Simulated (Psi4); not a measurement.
# Run report: OF₂ (charge +1), geometry relaxation (part 1 of 2)

System: OF₂, charge +1, multiplicity 2, SMILES F[O+]F.
Method: r2SCAN/3-21G, UKS (Psi4 1.11).

The geometry comes from this level: GFN2-xTB.

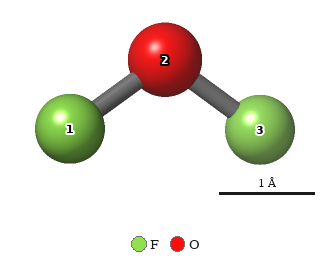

Figure 1. The structure as given in the input (ball-and-stick view, seen at a tilt; atoms are numbered from 1 in the order of the input). Bond lengths as drawn: F–O 1.29 Å.

Results in brief:

| quantity | value |
| --- | --- |
| outcome | converged |
| total energy | −272.607183 hartree |
| basis functions | 27 |
| ⟨S²⟩ | 0.754 |
| hardware | 1 thread of AMD EPYC (Zen 5), 16 GiB of memory available, shared host |
| wall time | 1.9 min |
| peak memory | 0.74 GiB |

Input (f2o_ase.py):
```python
import numpy as np
from ase.calculators.psi4 import Psi4
from ase.io import read
from ase.optimize import FIRE

atoms = read('f2o.xyz')
calc = Psi4(atoms=atoms, method='r2scan', basis='3-21G', memory='1600MB', num_threads=1, charge=1, multiplicity=2, label='f2o', reference='uks')
atoms.calc = calc

opt = FIRE(atoms)
done = opt.run(fmax=0.01, steps=60)
print('converged:', done)
for s, p in zip(atoms.symbols, atoms.positions):
    print(f'{s:2s} {p[0]:12.6f} {p[1]:12.6f} {p[2]:12.6f}')
```

File f2o.xyz:
```
3
F2O
F      0.928320    -0.299370     0.478940
O      0.000600     0.484920     0.053430
F     -0.928920    -0.185540    -0.532380
```

Launched with:
```bash
python f2o_ase.py
```

What the program printed:
```
gradient() will perform analytic gradient computation.

   => Loading Basis Set <=

    Name: 3-21G
    Role: ORBITAL
    Keyword: BASIS

         ---------------------------------------------------------
                                   SCF
                              UKS Reference
                        1 Threads,   1525 MiB Core
         ---------------------------------------------------------

  ==> Geometry <==

    Molecular point group: c1
    Full point group: C1

    Geometry (in Angstrom), charge = 1, multiplicity = 2:

       Center              X                  Y                   Z               Mass
    ------------   -----------------  -----------------  -----------------  -----------------
         F            1.011154673115    -0.313708205902     0.523035342626    18.998403162730
         O            0.000759635806     0.597981242584     0.065902885481    15.994914619570
         F           -1.011794216857    -0.189737206710    -0.578519533452    18.998403162730

  Running in c1 symmetry.

  Rotational constants: A =      2.04935  B =      0.33351  C =      0.28683 [cm^-1]
  Rotational constants: A =  61437.87899  B =   9998.33119  C =   8598.94807 [MHz]
  Nuclear repulsion =   71.660316049767459

  Charge       = 1
  Multiplicity = 2
  Electrons    = 25
  Nalpha       = 13
  Nbeta        = 12

  ==> Algorithm <==

  SCF Algorithm Type is DF.
  DIIS enabled.
  MOM disabled.
  Fractional occupation disabled.
  Guess Type is SAD.
  Energy threshold   = 1.00e-08
  Density threshold  = 1.00e-08
  Integral threshold = 1.00e-12

  ==> Primary Basis <==

  Basis Set: 3-21G
    Blend: 3-21G
    Number of shells: 15
    Number of basis functions: 27
    Number of Cartesian functions: 27
    Spherical Harmonics?: false
    Max angular momentum: 1

  ==> DFT Potential <==

   => LibXC <=

    Version 7.1.2

   => Composite Functional: R2SCAN <=

    r2SCAN Meta-GGA XC Functional  (0.1021/acs.jpclett.0c02405)

    Deriv               =              1
    GGA                 =           TRUE
    Meta                =           TRUE

    Exchange Hybrid     =          FALSE
    MP2 Hybrid          =          FALSE

   => Exchange Functionals <=

    1.0000   XC_MGGA_X_R2SCAN

   => Correlation Functionals <=

    1.0000   XC_MGGA_C_R2SCAN

   => LibXC Density Thresholds  <==

    XC_MGGA_C_R2SCAN:  1.00E-15
    XC_MGGA_X_R2SCAN:  1.00E-11

   => Molecular Quadrature <=

    Radial Scheme          =       TREUTLER
    Pruning Scheme         =           NONE
    Nuclear Scheme         =       TREUTLER

    Blocking Scheme        =         OCTREE
    BS radius alpha        =              1
    Pruning alpha          =              1
    Radial Points          =             75
    Spherical Points       =            302
    Total Points           =          62442
    Total Blocks           =            545
    Max Points             =            255
    Max Functions          =             26
    Weights Tolerance      =       1.00E-15

   => Loading Basis Set <=

    Name: (3-21G AUX)
    Role: JKFIT
    Keyword: DF_BASIS_SCF

  ==> Integral Setup <==

  DFHelper Memory: AOs need 0.002 GiB; user supplied 1.018 GiB.
  SCF_SUBTYPE=INCORE selected. In-core MEM_DF algorithm will be used.
  Using in-core AOs.

  ==> MemDFJK: Density-Fitted J/K Matrices <==

    J tasked:                   Yes
    K tasked:                    No
    wK tasked:                   No
    Memory [MiB]:              1042
    Algorithm:                 Core
    Schwarz Cutoff:           1E-12
    Mask sparsity (%):       3.0178
    Fitting Condition:        1E-10

   => Auxiliary Basis Set <=

  Basis Set: (3-21G AUX)
    Blend: DEF2-UNIVERSAL-JKFIT
    Number of shells: 75
    Number of basis functions: 279
    Number of Cartesian functions: 279
    Spherical Harmonics?: false
    Max angular momentum: 4

  Cached 100.0% of DFT collocation blocks in 0.100 [GiB].

  Minimum eigenvalue in the overlap matrix is 8.8650468567E-02.
  Reciprocal condition number of the overlap matrix is 3.6802905854E-02.
    Using symmetric orthogonalization.

  ==> Pre-Iterations <==

  SCF Guess: Superposition of Atomic Densities via on-the-fly atomic UHF (no occupation information).

   -------------------------
    Irrep   Nso     Nmo
   -------------------------
     A         27      27
   -------------------------
    Total      27      27
   -------------------------

  ==> Iterations <==

                           Total Energy        Delta E     RMS |[F,P]|

   @DF-UKS iter SAD:  -272.56807066380918   -2.72568e+02   0.00000e+00
   @DF-UKS iter   1:  -272.49937516540143    6.86955e-02   1.84679e-02 DIIS/ADIIS
   @DF-UKS iter   2:  -271.47783497137920    1.02154e+00   6.37056e-02 DIIS/ADIIS
   @DF-UKS iter   3:  -272.56815691043766   -1.09032e+00   1.19481e-02 DIIS/ADIIS
   @DF-UKS iter   4:  -272.60671303001436   -3.85561e-02   1.29230e-03 DIIS/ADIIS
   @DF-UKS iter   5:  -272.60708917885881   -3.76149e-04   5.45789e-04 DIIS/ADIIS
   @DF-UKS iter   6:  -272.60717333284072   -8.41540e-05   5.96397e-05 DIIS
   @DF-UKS iter   7:  -272.60717905188721   -5.71905e-06   6.35570e-05 DIIS
   @DF-UKS iter   8:  -272.60718028815029   -1.23626e-06   8.28234e-05 DIIS
   @DF-UKS iter   9:  -272.60718241433648   -2.12619e-06   1.58274e-05 DIIS
   @DF-UKS iter  10:  -272.60718259859397   -1.84257e-07   6.36170e-06 DIIS
   @DF-UKS iter  11:  -272.60718261029945   -1.17055e-08   1.94944e-07 DIIS
   @DF-UKS iter  12:  -272.60718261033747   -3.80282e-11   4.42408e-08 DIIS
   @DF-UKS iter  13:  -272.60718261033867   -1.19371e-12   3.80415e-09 DIIS
  Energy and wave function converged.

  ==> Post-Iterations <==

   Electrons on quadrature grid:
      Nalpha   =   12.9999982026 ; deviation = -1.797e-06
      Nbeta    =   11.9999985142 ; deviation = -1.486e-06
      Ntotal   =   24.9999967168 ; deviation = -3.283e-06

   @Spin Contamination Metric:   3.525780583E-03
   @S^2 Expected:                7.500000000E-01
   @S^2 Observed:                7.535257806E-01
   @S   Expected:                5.000000000E-01
   @S   Observed:                5.000000000E-01

    Orbital Energies [Eh]
    ---------------------

    Alpha Occupied:

       1A    -24.905527     2A    -24.905363     3A    -19.596927
       4A     -1.704974     5A     -1.586865     6A     -1.338265
       7A     -0.980586     8A     -0.923437     9A     -0.922575
      10A     -0.807013    11A     -0.782030    12A     -0.777052
      13A     -0.738189

    Alpha Virtual:

      14A     -0.584340    15A     -0.536329    16A      0.850054
      17A      0.959172    18A      1.046325    19A      1.369153
      20A      1.378004    21A      1.461023    22A      1.526041
      23A      1.554668    24A      1.608215    25A      1.873776
      26A      2.739841    27A      3.096160

    Beta Occupied:

       1A    -24.898065     2A    -24.897902     3A    -19.577152
       4A     -1.685763     5A     -1.573299     6A     -1.301012
       7A     -0.969367     8A     -0.905149     9A     -0.854882
      10A     -0.771464    11A     -0.768282    12A     -0.764707

    Beta Virtual:

      13A     -0.658883    14A     -0.561676    15A     -0.514857
      16A      0.945109    17A      0.978993    18A      1.067823
      19A      1.387500    20A      1.413241    21A      1.513552
      22A      1.533100    23A      1.561361    24A      1.611931
      25A      1.917333    26A      2.760510    27A      3.134451

    Final Occupation by Irrep:
              A
    DOCC [    12 ]
    SOCC [     1 ]
    NA   [    13 ]
    NB   [    12 ]

  @DF-UKS Final Energy:  -272.60718261033867

   => Energetics <=

    Nuclear Repulsion Energy =             71.6603160497674594
    One-Electron Energy =                -511.1973136179492485
    Two-Electron Energy =                 195.3878549064482684
    DFT Exchange-Correlation Energy =     -28.4580399486051654
    Empirical Dispersion Energy =           0.0000000000000000
    VV10 Nonlocal Energy =                  0.0000000000000000
    Total Energy =                       -272.6071826103386684

  UHF NO Occupations:
  HONO-2 :   11  A 1.9995075
  HONO-1 :   12  A 1.9992162
  HONO-0 :   13  A 1.0000000
  LUNO+0 :   14  A 0.0007838
  LUNO+1 :   15  A 0.0004925
  LUNO+2 :   16  A 0.0003542
  LUNO+3 :   17  A 0.0000758

Computation Completed

Properties will be evaluated at   0.000000,   0.000000,   0.000000 [a0]

Properties computed using the SCF density matrix

 Multipole Moments:

 ------------------------------------------------------------------------------------
     Multipole            Electronic (a.u.)      Nuclear  (a.u.)        Total (a.u.)
 ------------------------------------------------------------------------------------

 L = 1.  Multiply by 2.5417464519 to convert [e a0] to [Debye]
 Dipole X            :         -0.0003518            0.0006070            0.0002551
 Dipole Y            :         -0.2769756            0.4778007            0.2008251
 Dipole Z            :         -0.0305252            0.0526579            0.0221327
 Magnitude           :                                                    0.2020412

 ------------------------------------------------------------------------------------

	total time  =          2 seconds =       0.03 minutes

         ------------------------------------------------------------
                                   SCF GRAD
         ------------------------------------------------------------

  ==> Geometry <==

    Molecular point group: c1
    Full point group: C1

    Geometry (in Angstrom), charge = 1, multiplicity = 2:

       Center              X                  Y                   Z               Mass
    ------------   -----------------  -----------------  -----------------  -----------------
         F            1.011154673115    -0.313708205902     0.523035342626    18.998403162730
         O            0.000759635806     0.597981242584     0.065902885481    15.994914619570
         F           -1.011794216857    -0.189737206710    -0.578519533452    18.998403162730

  Nuclear repulsion =   71.660316049767459

  ==> Basis Set <==

  Basis Set: 3-21G
    Blend: 3-21G
    Number of shells: 15
    Number of basis functions: 27
    Number of Cartesian functions: 27
    Spherical Harmonics?: false
    Max angular momentum: 1

  ==> DFJKGrad: Density-Fitted SCF Gradients <==

    Gradient:                    1
    J tasked:                  Yes
    K tasked:                   No
    wK tasked:                  No
    Integrals threads:           1
    Memory [MiB]:             1144
    Schwarz Cutoff:          1E-12
    Fitting Condition:       1E-10

   => Auxiliary Basis Set <=

  Basis Set: (3-21G AUX)
    Blend: DEF2-UNIVERSAL-JKFIT
    Number of shells: 75
    Number of basis functions: 279
    Number of Cartesian functions: 279
    Spherical Harmonics?: false
    Max angular momentum: 4

  ==> DFT Potential <==

   => LibXC <=

    Version 7.1.2

   => Composite Functional: R2SCAN <=

    r2SCAN Meta-GGA XC Functional  (0.1021/acs.jpclett.0c02405)

    Deriv               =              1
    GGA                 =           TRUE
    Meta                =           TRUE

    Exchange Hybrid     =          FALSE
    MP2 Hybrid          =          FALSE

   => Exchange Functionals <=

    1.0000   XC_MGGA_X_R2SCAN

   => Correlation Functionals <=

    1.0000   XC_MGGA_C_R2SCAN

   => LibXC Density Thresholds  <==

    XC_MGGA_C_R2SCAN:  1.00E-15
    XC_MGGA_X_R2SCAN:  1.00E-11

   => Molecular Quadrature <=

    Radial Scheme          =       TREUTLER
    Pruning Scheme         =           NONE
    Nuclear Scheme         =       TREUTLER

    Blocking Scheme        =         OCTREE
    BS radius alpha        =              1
    Pruning alpha          =              1
    Radial Points          =             75
    Spherical Points       =            302
    Total Points           =          62442
    Total Blocks           =            545
    Max Points             =            255
    Max Functions          =             26
    Weights Tolerance      =       1.00E-15

  -Total Gradient:
     Atom            X                  Y                   Z
    ------   -----------------  -----------------  -----------------
       1       -0.000001224795    -0.000185074270    -0.000020942538
       2       -0.000000232784    -0.000187020749    -0.000020608688
       3        0.000000749588    -0.000185200668    -0.000019867770

	total time  =          0 seconds =       0.00 minutes
```

Standard output:
```
Step     Time          Energy          fmax
FIRE:    0 20:06:18    -7416.906082        9.838650
FIRE:    1 20:06:20    -7418.007811        0.408407
FIRE:    2 20:06:23    -7417.436006        5.046350
FIRE:    3 20:06:25    -7417.559306        4.598431
FIRE:    4 20:06:28    -7417.761714        3.602789
FIRE:    5 20:06:30    -7417.953013        1.931900
FIRE:    6 20:06:33    -7418.016583        0.440613
FIRE:    7 20:06:35    -7418.016824        0.421288
FIRE:    8 20:06:37    -7418.017263        0.383587
FIRE:    9 20:06:39    -7418.017819        0.329348
FIRE:   10 20:06:42    -7418.018393        0.261164
FIRE:   11 20:06:44    -7418.018879        0.182241
FIRE:   12 20:06:46    -7418.019190        0.096233
FIRE:   13 20:06:49    -7418.019267        0.012633
FIRE:   14 20:06:51    -7418.019095        0.081251
FIRE:   15 20:06:53    -7418.019098        0.080116
FIRE:   16 20:06:56    -7418.019106        0.077873
FIRE:   17 20:06:58    -7418.019117        0.074528
FIRE:   18 20:07:00    -7418.019130        0.070138
FIRE:   19 20:07:02    -7418.019146        0.064756
FIRE:   20 20:07:05    -7418.019164        0.058449
FIRE:   21 20:07:07    -7418.019182        0.051303
FIRE:   22 20:07:09    -7418.019202        0.043146
FIRE:   23 20:07:12    -7418.019224        0.035517
FIRE:   24 20:07:14    -7418.019244        0.026694
FIRE:   25 20:07:16    -7418.019262        0.017250
```
